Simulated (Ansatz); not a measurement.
# Pt(100) slab, 3 layers: from the cell to its phonons

How does Pt(100) slab, 3 layers vibrate, and is this structure a minimum?

Main program and level: Ansatz 0.2.0; DFT PBEsol, scalar-relativistic, plane waves, PAW; PAW set soft_1.

### 1. The structure

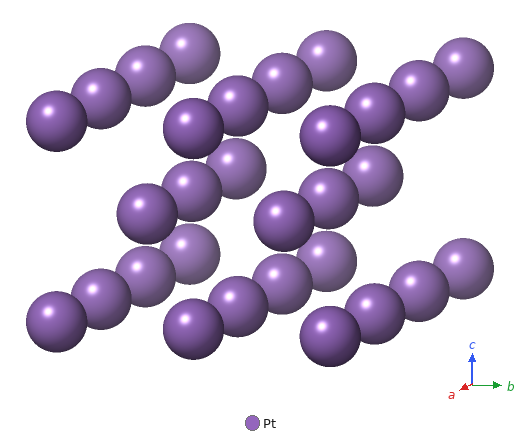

The starting structure, seen slightly off an axis (platinum purple). 3×2×1 cells are drawn. Some periodic images of atoms are drawn too.

The cell holds 3 atoms: 3 Pt. Its edges and angles: a = 2.772 Å, b = 2.772 Å, c = 16.920 Å, α = 90.0°, β = 90.0°, γ = 90.0°. It derives from Pt. Vacuum lies along c.

### 2. Rough relaxation

A rough relaxation comes first, because large forces or stress need no tight tolerances yet.

The program solves this slab on a cell height of its own, 31.6 Å, in place of the one typed.

input.yaml

```yaml
crystal:
  lattice:
    - [1.96, 1.96, 0.0]
    - [-1.96, 1.96, 0.0]
    - [0.0, 0.0, 16.92]
  atoms:
    - { symbol: Pt, position: [0.0, 0.0, 0.384161] }
    - { symbol: Pt, position: [0.5, 0.5, 0.5] }
    - { symbol: Pt, position: [0.0, 0.0, 0.615839] }
  periodic: [true, true, false]
kpoints:
  mp_grid: { grid: [8, 8, 1] }
hamiltonian:
  xc: pbesol
  pseudopotentials: { kind: paw, azcp: { folder: soft_1 }, xc_functional: pbe }
scf:
  occupations: { method: gaussian, width: 0.1 }
output:
  forces: true
  stress: true
  eigenvalues: true
relax:
  adjacent_minimum: "off"
  f_tol: 0.05
  max_steps: 80
  cell: { stress_2d_tol: 0.02 }
```

Command:

```bash
$ ansatz run input.yaml --threads 8 --pin off --max-ram 16384MiB --backend cpu --events-out ev --progress --plain --runs-dir out
```

Numbers of over 12 decimals in the logs are rounded to 6 here.

What it wrote:

```text
[...]
F+E_penalty+E_count = -37154.04696473 eV   max|allowed force component| = 4.466e-5 eV/Å   (the final SCF, on the basis selected at the relaxed cell)
  cell:  # Å, volume = 223.5896 Å³
    - [1.879718, 1.879718, 0.0]
    - [-1.879718, 1.879718, 0.0]
    - [0.0, 0.0, 31.63998352]
  atoms:
    - { symbol: Pt, position: [0, 0, 0.203074] }
    - { symbol: Pt, position: [0.5, 0.5, 0.267383] }
    - { symbol: Pt, position: [0, 0, 0.331693] }
[key lines of the parts left out:]
SCF converged after 9 iterations
Free energy (F): -37154.046965 eV
Fermi energy:    -5.858136 eV
P = ½ c Tr σ = -0.0004 N/m
```

Wall time 12 s (8 threads of Arm Neoverse V2, shared host); peak memory 0.71 GiB.

The steps of the relaxation:

| step | energy less that of the first step (eV) | largest force component (eV/Å) | volume (Å³) |
| --- | --- | --- | --- |
| 1 | 0.0000 | 0.5567 | 243.10 |
| 2 | 0.1419 | 1.7496 | 219.98 |
| 3 | -0.1465 | 0.0584 | 231.39 |
| 4 | -0.1643 | 0.2032 | 225.62 |
| 5 | -0.1720 | 0.0081 | 223.38 |
| 6 | -0.1720 | 0.0004 | 223.55 |
| 7* | -0.1700 | 0.0002 | 223.55 |
| 8 | -0.1700 | 0.0000 | 223.59 |
| 9* | -0.1700 | 0.0000 | 223.59 |

Relaxation steps marked * repeat the geometry before them on a plane-wave basis chosen anew for their cell, so energy and pressure can jump there. Relaxation step 2 was tried and not accepted.

Forces are held to the 16 operations that the run works with; a distortion that breaks them can't arise in this run.

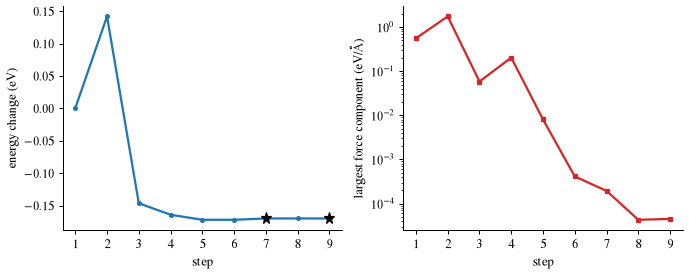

Energy and largest force along the relaxation. Stars mark steps on a basis chosen anew.

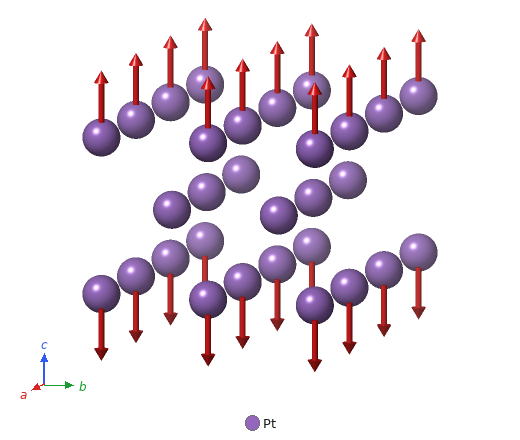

Displacements in the relaxation, exaggerated, measured against the changing cell; the longest in the cell stands for 0.07 Å. 3×2×1 cells are drawn. Some periodic images of atoms are drawn too.

| cell as run | before | after | change |
| --- | --- | --- | --- |
| a (Å) | 2.772 | 2.658 | -4.1 % |
| b (Å) | 2.772 | 2.658 | -4.1 % |

The atoms that moved most (Å, along periodic axes as changes of fractional coordinates times the final cell, across vacuum about the mean position):

| atom | dx | dy | dz | length |
| --- | --- | --- | --- | --- |
| Pt1 | 0.000 | 0.000 | -0.075 | 0.075 |
| Pt3 | 0.000 | 0.000 | 0.075 | 0.075 |

Final coordinates:

```
Pt
1.0
     1.87972    1.87972    0.00000
    -1.87972    1.87972    0.00000
     0.00000    0.00000   31.63998
Pt
3
Direct
  0.00000 0.00000 0.20307
  0.50000 0.50000 0.26738
  0.00000 0.00000 0.33169
```

This step gave:

- gap on the k-mesh: 0 eV
- area per atom: 2.356 Å²

The relaxation ends with a largest force component of 4.5e-5 eV/Å.

### 3. Relaxation

The cell and atoms are relaxed, since residual forces and stress would shift the frequencies.

input.yaml, the sections that differ from step 2:

```yaml
crystal:
  lattice:
    - [1.8797179637, 1.8797179637, 0.0]
    - [-1.8797179637, 1.8797179637, 0.0]
    - [0.0, 0.0, 31.63998352]
  atoms:
    - { symbol: Pt, position: [0.0, 0.0, 0.2030735287] }
    - { symbol: Pt, position: [0.5, 0.5, 0.2673831987] }
    - { symbol: Pt, position: [0.0, 0.0, 0.3316928687] }
  periodic: [true, true, false]
kpoints:
  mp_grid: { grid: [16, 16, 1] }
output:
  forces: true
  stress: true
  eigenvalues: true
  write_density: true
  write_potential: true
  elf: true
  volumetric_format: npy
relax:
  adjacent_minimum: "off"
  f_tol: 0.005
  max_steps: 80
  cell: { stress_2d_tol: 0.02 }
# hamiltonian, scf: as in step 2
```

What it wrote:

```text
[...]
Crystal: 3 atoms, lattice volume = 223.590 Å³
Basis set: ecut = 420 eV, 4365 PW (Γ), exchange–correlation on 36×36×432 points (8 copies of the dense FFT grid, shifted against one another)
Bands: 33, of which v1, the nominal top of the filled ones, is band 27 counted from 1 (26 counted from 0)
Symmetry: 16 space group operations
[...]
k-points: 45 of 256
[...]
SCF iter   1: F=—  HF=-37155.361336 eV  |F-HF|=—  |Δ(HF+E_count)|=         —  Δρ=4.33e-2  dr2=4.65e0  ethr=3.10e-3  ⟨swp⟩=14.4  Hψ=11532  notcnv=0
[...]
SCF iter  14: F=-37154.156967 eV  HF=-37154.156967 eV  |F-HF|=1.67e-10  |Δ(HF+E_count)|=  8.00e-11  Δρ=1.90e-8  dr2=9.27e-13  ethr=1.00e-12  ⟨swp⟩=8.6  Hψ=9524  notcnv=0
SCF 1 converged in 14 iterations: F = -37154.156967 eV  dr2 = 9.27e-13
[...]
relax step   1: F+E_penalty+E_count = -37154.15696700 eV  Δ(F+E_penalty+E_count) = +0.000e0 eV  max|allowed force component| = 3.963e-2 eV/Å  Δτ_max = 0.0000 Å  P = -0.575 N/m  Ω = 223.590 Å³  fix = [c, alpha, beta]  reactions: c -0.000 N/m  (14 SCF iters, accepted)
Crystal: 3 atoms, lattice volume = 222.691 Å³
[...]
SCF iter   6: F=-37154.156686 eV  HF=-37154.156686 eV  |F-HF|=3.43e-9  |Δ(HF+E_count)|=   1.96e-7  Δρ=6.09e-6  dr2=6.87e-8  ethr=5.27e-10  ⟨swp⟩=15.6  Hψ=15656  notcnv=0
SCF 2 converged in 6 iterations: F = -37154.156686 eV  dr2 = 6.87e-8
relax step   2: F+E_penalty+E_count = -37154.15668616 eV  Δ(F+E_penalty+E_count) = +2.808e-4 eV  max|allowed force component| = 7.206e-2 eV/Å  Δτ_max = 0.0082 Å  P = +0.712 N/m  Ω = 222.691 Å³  energy of the carried Pulay correction = +9.238e-5 eV  fix = [c, alpha, beta]  (6 SCF iters, dr2 threshold 3.00e-7 eV, rejected (line search))
Crystal: 3 atoms, lattice volume = 223.151 Å³
[...]
SCF iter  11: F=-37154.157368 eV  HF=-37154.157368 eV  |F-HF|=5.82e-11  |Δ(HF+E_count)|=  1.67e-10  Δρ=3.12e-8  dr2=1.72e-12  ethr=1.00e-12  ⟨swp⟩=13.2  Hψ=10835  notcnv=0
SCF 3 converged in 11 iterations: F = -37154.157368 eV  dr2 = 1.72e-12
relax step   3: F+E_penalty+E_count = -37154.15736786 eV  Δ(F+E_penalty+E_count) = -4.009e-4 eV  max|allowed force component| = 2.573e-3 eV/Å  Δτ_max = 0.0025 Å  P = -0.033 N/m  Ω = 223.151 Å³  energy of the carried Pulay correction = +4.502e-5 eV  fix = [c, alpha, beta]  reactions: c -0.000 N/m  (11 SCF iters, accepted)
[...]
relax step   4: F+E_penalty+E_count = -37154.15737658 eV  Δ(F+E_penalty+E_count) = -8.713e-6 eV  max|allowed force component| = 1.913e-3 eV/Å  Δτ_max = 0.0004 Å  P = -0.011 N/m  Ω = 223.104 Å³  energy of the carried Pulay correction = +4.986e-5 eV  fix = [c, alpha, beta]  reactions: c -0.000 N/m  (5 SCF iters, dr2 threshold 1.41e-9 eV, accepted)
[...]
SCF iter   8: F=-37154.157325 eV  HF=-37154.157325 eV  |F-HF|=1.02e-10  |Δ(HF+E_count)|=  7.28e-11  Δρ=8.36e-9  dr2=6.84e-13  ethr=1.00e-12  ⟨swp⟩=7.3  Hψ=8155  notcnv=0
SCF 5 converged in 8 iterations: F = -37154.157325 eV  dr2 = 6.84e-13
relax step   5: F+E_penalty+E_count = -37154.15732470 eV  Δ(F+E_penalty+E_count) = +5.188e-5 eV  max|allowed force component| = 1.929e-3 eV/Å  Δτ_max = 0.0000 Å  P = -0.010 N/m  Ω = 223.104 Å³  fix = [c, alpha, beta]  reactions: c -0.000 N/m  stress off target by 9.51e-3 N/m on what of the cell is left free  SCF on the basis re-selected at this cell (its energy is not comparable with the rows above)  (8 SCF iters)
[...]
WARN: The output density's exchange-correlation potential varies sharply where the density is thin. Do not read a vacuum level from v_tot or v_xc, or from such a field of the output density. On a cell that repeats whose density bears no net charge and no dipole along the vacuum's axis use v_es (v_loc + v_h of the components); under efield.dipole_correction with no amplitude use v_es + v_field, which holds any externa [...]
SCF converged after 8 iterations
Free energy (F): -37154.157325 eV
[...]
Internal energy: -37154.132503 eV  (E = F + TS)
E sigma→0 (E₀):  -37154.144914 eV
Entropy (-TS):   -0.024822 eV (-8.274 meV/atom)
Fermi energy:    -5.897598 eV
[...]
--- Forces (eV/Å), atoms counted from 1 ---
  atom   1  Pt    -0.00000000    -0.00000000    -0.00192863
  atom   2  Pt     0.00000000    -0.00000000     0.00000000
  atom   3  Pt    -0.00000000    -0.00000000     0.00192863
  max |Σ_I F_I| component: 2.86e-26 eV/Å
--- 2D stress c σ (N/m, compression-positive) ---
       -0.009513      -0.000000       0.000000
       -0.000000      -0.009513       0.000000
        0.000000       0.000000       0.000000
  P = ½ c Tr σ = -0.0095 N/m
--- Band table (eV; the first three rows and the last of 45) ---
  k-point 0: bands = [... 23 lower, -6.9759, -6.6079, -6.5206, -5.8195, -5.6223, -5.6223, -5.5349, -4.5416, ... 2 higher]
  k-point 1: bands = [... 23 lower, -7.1007, -6.5625, -6.1070, -6.0849, -5.9779, -5.6225, -5.5509, -3.9575, ... 2 higher]
  k-point 2: bands = [... 23 lower, -7.3804, -6.7084, -6.5272, -6.2624, -5.8352, -5.5053, -5.4672, -3.0000, ... 2 higher]
  k-point 44: bands = [... 23 lower, -6.0682, -4.7934, -4.2855, -4.2845, -1.6963, -1.6963, 1.8424, 1.8424, ... 2 higher]
--- Relaxed structure (4 steps of the walk, 3 accepted, 1 SCFs on fresh bases) ---
[...]
cell:  # Å, volume = 223.1042 Å³
    - [1.877676, 1.877676, 0.0]
    - [-1.877676, 1.877676, 0.0]
    - [0.0, 0.0, 31.63998352]
  atoms:
    - { symbol: Pt, position: [0, 0, 0.203139] }
    - { symbol: Pt, position: [0.500000, 0.500000, 0.267383] }
    - { symbol: Pt, position: [0, 0, 0.331627] }
```

Elapsed: 19 s, on 8 threads; peak memory 0.83 GiB.

Step by step:

| step | energy less that of the first step (eV) | largest force component (eV/Å) | volume (Å³) |
| --- | --- | --- | --- |
| 1 | 0.0000 | 0.0396 | 223.59 |
| 2 | 0.0003 | 0.0721 | 222.69 |
| 3 | -0.0004 | 0.0026 | 223.15 |
| 4 | -0.0004 | 0.0019 | 223.10 |
| 5* | -0.0004 | 0.0019 | 223.10 |

Relaxation steps marked * repeat the geometry before them on a plane-wave basis chosen anew for their cell, so energy and pressure can jump there. Relaxation step 2 was tried and not accepted.

The run keeps the 16 symmetry operations that it works with, so distortions that break them were not tested.

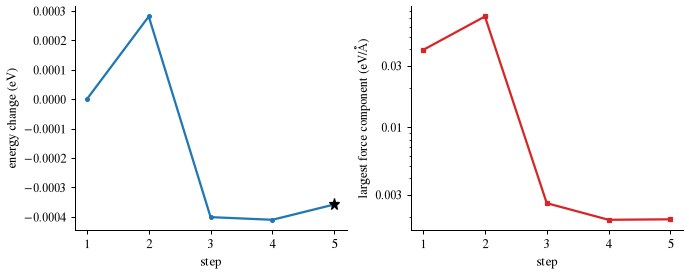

Energy and largest force along the relaxation. Stars mark steps on a basis chosen anew.

| cell as run | before | after | change |
| --- | --- | --- | --- |
| a (Å) | 2.658 | 2.655 | -0.1 % |
| b (Å) | 2.658 | 2.655 | -0.1 % |

The relaxed structure:

```
Pt
1.0
     1.87768    1.87768    0.00000
    -1.87768    1.87768    0.00000
     0.00000    0.00000   31.63998
Pt
3
Direct
  0.00000 0.00000 0.20314
  0.50000 0.50000 0.26738
  0.00000 0.00000 0.33163
```

This step gave:

```
area per atom : 2.35 Å²
```

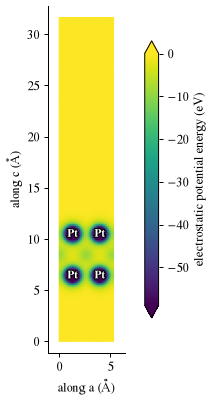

Electrostatic potential energy in the ac plane at fractional y = 1.000, with atoms of Pt within 0.2 Å of it. With pseudopotentials it is smooth inside the atoms' cores, unlike the true potential. The map starts off the cell's origin, so that atoms lie inside it.

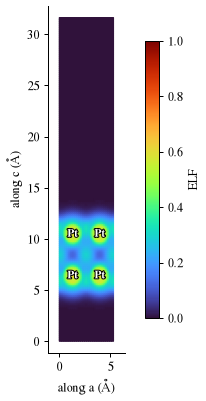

ELF in the ac plane at fractional y = 1.000, with atoms of Pt within 0.2 Å of it. It is the smooth field of the valence electrons, not physical close to the nuclei. The map starts off the cell's origin, so that atoms lie inside it.

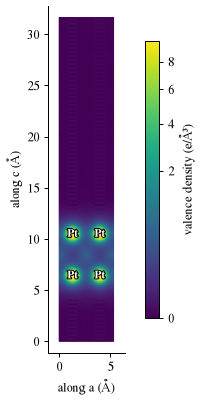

Valence density in the ac plane at fractional y = 1.000, with atoms of Pt within 0.2 Å of it. It is the smooth field of the valence electrons, not physical close to the nuclei. The map starts off the cell's origin, so that atoms lie inside it. The colour scale is stretched toward low values.

The cell shrank by 0.1 % in its periodic edges.

### 4. Tight relaxation

Phonons need a cell at rest on their own settings, so the relaxation is repeated with tight tolerances on forces and stress on the k mesh and occupations of the first response run.

input.yaml, the sections that differ from step 3:

```yaml
crystal:
  lattice:
    - [1.8776762337, 1.8776762337, 0.0]
    - [-1.8776762337, 1.8776762337, 0.0]
    - [0.0, 0.0, 31.63998352]
  atoms:
    - { symbol: Pt, position: [0.0, 0.0, 0.2031392632] }
    - { symbol: Pt, position: [0.5, 0.5, 0.2673831987] }
    - { symbol: Pt, position: [0.0, 0.0, 0.3316271342] }
  periodic: [true, true, false]
scf:
  occupations: { method: methfessel_paxton, width: 0.2 }
relax:
  adjacent_minimum: "off"
  f_tol: 0.001
  max_steps: 60
  cell: { stress_2d_tol: 0.002 }
# kpoints, hamiltonian, output: as in step 3
```

What it wrote:

```text
[...]
Crystal: 3 atoms, lattice volume = 223.104 Å³
Basis set: ecut = 420 eV, 4365 PW (Γ), exchange–correlation on 36×36×432 points (8 copies of the dense FFT grid, shifted against one another)
Bands: 33, of which v1, the nominal top of the filled ones, is band 27 counted from 1 (26 counted from 0)
Symmetry: 16 space group operations
[...]
k-points: 45 of 256
[...]
--- Relaxed structure (4 steps of the walk, 3 accepted, 1 SCFs on fresh bases) ---
[...]
cell:  # Å, volume = 223.0554 Å³
    - [1.877471, 1.877471, 0.0]
    - [-1.877471, 1.877471, 0.0]
    - [0.0, 0.0, 31.63998352]
  atoms:
    - { symbol: Pt, position: [0, 0, 0.203148] }
    - { symbol: Pt, position: [0.500000, 0.500000, 0.267383] }
    - { symbol: Pt, position: [0, 0, 0.331619] }
[key lines of the parts left out:]
SCF converged after 10 iterations
Free energy (F): -37154.143027 eV
Fermi energy:    -5.902472 eV
P = ½ c Tr σ = -0.0011 N/m
```

Elapsed: 17 s, on 8 threads; peak memory 0.83 GiB.

Little changed from the start: no atom moved by 0.005 Å and no cell edge by 0.1 %.

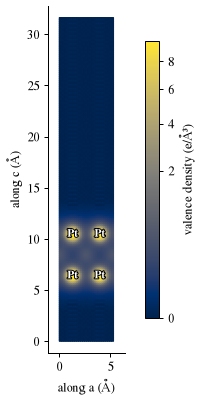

Valence density in the ac plane at fractional y = 1.000, with atoms of Pt within 0.2 Å of it. It is the smooth field of the valence electrons, not physical close to the nuclei. The map starts off the cell's origin, so that atoms lie inside it. The colour scale is stretched toward low values.

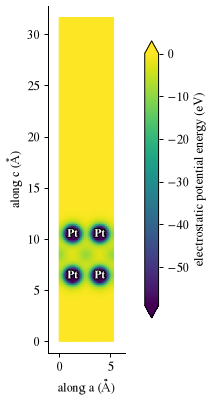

Electrostatic potential energy in the ac plane at fractional y = 1.000, with atoms of Pt within 0.2 Å of it. With pseudopotentials it is smooth inside the atoms' cores, unlike the true potential. The map starts off the cell's origin, so that atoms lie inside it.

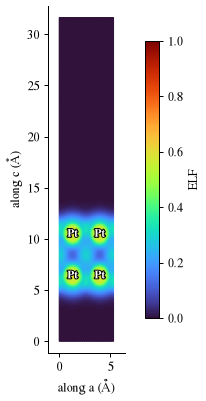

ELF in the ac plane at fractional y = 1.000, with atoms of Pt within 0.2 Å of it. It is the smooth field of the valence electrons, not physical close to the nuclei. The map starts off the cell's origin, so that atoms lie inside it.

The largest force component left is 0.17 meV/Å, within the tolerances set.

### 5. Linear response at the zone centre

The zone centre comes first: it holds the modes that light can see, as far as symmetry allows. No field response is asked, since the mesh shows no gap.

input.yaml, the sections that differ from step 4:

```yaml
crystal:
  lattice:
    - [1.877470903, 1.877470903, 0.0]
    - [-1.877470903, 1.877470903, 0.0]
    - [0.0, 0.0, 31.63998352]
  atoms:
    - { symbol: Pt, position: [0.0, 0.0, 0.2031478539] }
    - { symbol: Pt, position: [0.5, 0.5, 0.2673831987] }
    - { symbol: Pt, position: [0.0, 0.0, 0.3316185435] }
  periodic: [true, true, false]
output:
  eigenvalues: true
phonons:
  method: dfpt
# kpoints, hamiltonian, scf: as in step 4
# relax: removed
```

What it wrote:

```text
Warning: crystal.symmetry: narrowed to the stabiliser of the run's FFT grids — unitary ops 16 → 8. A phonons.method: dfpt run fills in the rows of the dynamical matrix that it does not solve by its symmetry operations, which is exact only for operations that map its FFT grids onto themselves: filled in by any other, the frequencies could depend on the order in which like atoms are typed, or, by more than the grids' own error, on where the crystal sits among the grids' points. Excluded: 8 operations. The run can therefore solve more perturbations, solve them on more k-points, or both, and cost more. [rest of the remark cut]
[...]
Crystal: 3 atoms, lattice volume = 223.055 Å³
Basis set: ecut = 420 eV, 4365 PW (Γ), exchange–correlation on 36×36×432 points (8 copies of the dense FFT grid, shifted against one another)
Bands: 33, of which v1, the nominal top of the filled ones, is band 27 counted from 1 (26 counted from 0)
Symmetry: 16 space group operations
k-points: 73 of 256 (irreducible under 2 space group operations, time reversal used)
[...]
SCF iter   1: F=—  HF=-37155.349481 eV  |F-HF|=—  |Δ(HF+E_count)|=         —  Δρ=4.34e-2  dr2=4.67e0  ethr=3.10e-3  ⟨swp⟩=13.2  Hψ=18043  notcnv=0
[...]
SCF iter  14: F=-37154.143027 eV  HF=-37154.143027 eV  |F-HF|=7.28e-12  |Δ(HF+E_count)|=  1.46e-11  S|Δr|=    0.00e0  Δρ=1.47e-8  dr2=9.90e-13  ethr=1.00e-12  ⟨swp⟩=24.6  Hψ=20778  notcnv=0
SCF 1 converged in 14 iterations: F = -37154.143027 eV  dr2 = 9.90e-13
[...]
DFPT response loops at Γ: preconditioner auto → none (partly filled bands, converged f_vac=0.747); β = 0.50; Broyden in place of MSR1
SCF converged after 14 iterations
[...]
Free energy (F): -37154.143027 eV
[...]
Internal energy: -37154.142997 eV  (E = F + TS)
E sigma→0 (E₀):  -37154.143020 eV
Entropy (-TS):   -0.000031 eV (-0.010 meV/atom)
Fermi energy:    -5.902474 eV
[...]
--- Band table (eV; the first three rows and the last of 73) ---
  k-point 0: bands = [... 23 lower, -6.9827, -6.6131, -6.5246, -5.8257, -5.6282, -5.6282, -5.5402, -4.5457, ... 2 higher]
  k-point 1: bands = [... 23 lower, -7.1072, -6.5681, -6.1127, -6.0895, -5.9841, -5.6278, -5.5568, -3.9617, ... 2 higher]
  k-point 2: bands = [... 23 lower, -7.3866, -6.7140, -6.5333, -6.2688, -5.8406, -5.5112, -5.4717, -3.0038, ... 2 higher]
  k-point 72: bands = [... 23 lower, -6.0732, -4.7971, -4.2921, -4.2911, -1.7008, -1.7008, 1.8388, 1.8388, ... 2 higher]
--- Phonons (Γ-DFPT): 6 representative perturbations + reference, on 73 of 256 k-points (Σ response iterations 38) ---
  ASR residual: 1.296e-4 → 0.000e0 eV/Å²; symmetrization residual: 5.050e-5 eV/Å²
  The last average, over the group as it would stand without the narrowing to the FFT grids, took up to 3.887e-5 eV/Å² of the zone centre's force constants
  ASR residual per site (eV/Å²): 5.52e-5 1.30e-4 2.91e-5
  Γ frequencies (cm⁻¹): 0.00 0.00 0.00 48.53 48.53 103.47 105.01 105.01 169.13
  non-analytic LO–TO correction: not included (Born effective charges unavailable; polar crystals: no LO–TO splitting at Γ)
```

Run time: 68 s. Hardware: 8 threads; peak memory 1.7 GiB; 8.5 min of CPU time.

Numbers from this step:

```yaml
sum_rule_residual_before_enforcement: 1.30e-4 eV/Å²
point_group: 4/mmm
highest_optical_mode_at_the_zone_centre_no_lo_to_term: 169.1 cm⁻¹
lowest_optical_zone_centre_mode: 48.53 cm⁻¹
```

Patterns of degenerate modes are one choice out of their space. Modes at Γ:

| mode | frequency (cm⁻¹) | symmetry |
| --- | --- | --- |
| 1 | 0.0 | acoustic |
| 2 | 0.0 | acoustic |
| 3 | 0.0 | acoustic |
| 4 | 48.5 | Eg |
| 5 | 48.5 | Eg |
| 6 | 103.5 | A1g |
| 7 | 105.0 | Eu |
| 8 | 105.0 | Eu |
| 9 | 169.1 | A2u |

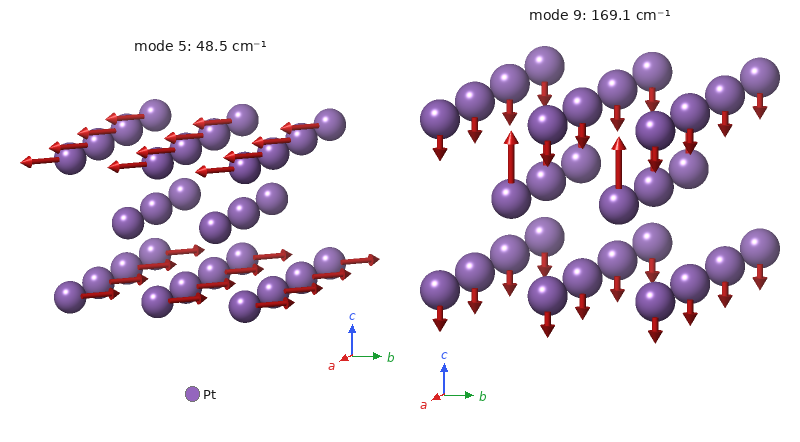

Displacement patterns of modes 5 and 9 at Γ; arrows are exaggerated. 3×2×1 cells are drawn. Some periodic images of atoms are drawn too.

Before it was imposed, the acoustic sum rule was missed by 1.3e-4 eV/Å². Small misses are needed for a sound result but don't prove that mesh and cutoff are converged. The lowest optical mode is real, 48.5 cm⁻¹.

(Part 1 of 2 ends here.)

[Logs are printed without paths, hosts, clocks, repeated set-up lines and the standing remarks that a program may print on its own settings, such as how far it seeks lower states.]

[Hosts, paths, dates, database ids (printed as entryN), source tags and the programs' standing remarks are cut or masked in the printed files.]
